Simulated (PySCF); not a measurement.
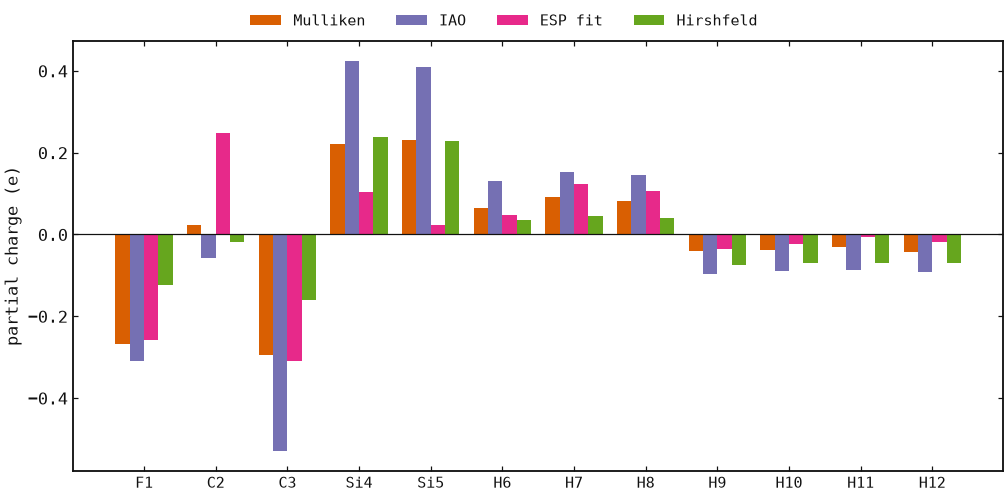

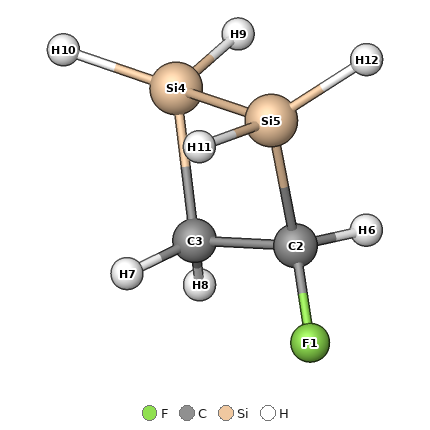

Atomic charges of C₂H₇FSi₂, SMILES F[C@H]1C[SiH2][SiH2]1 by 4 schemes, PBE0/def2-SVP, PySCF, at a PBE0-D3(BJ)/def2-SVP geometry (no frequency check).

> Which atom is the most negative in each scheme?

Mulliken: C3 (−0.29 e); IAO: C3 (−0.53 e); ESP fit: C3 (−0.31 e); Hirshfeld: C3 (−0.16 e).

> On which atom do the schemes disagree most?

On Si5: Mulliken 0.23, IAO 0.41, ESP fit 0.02, Hirshfeld 0.23 e.

Note: one conformer of a flexible molecule.
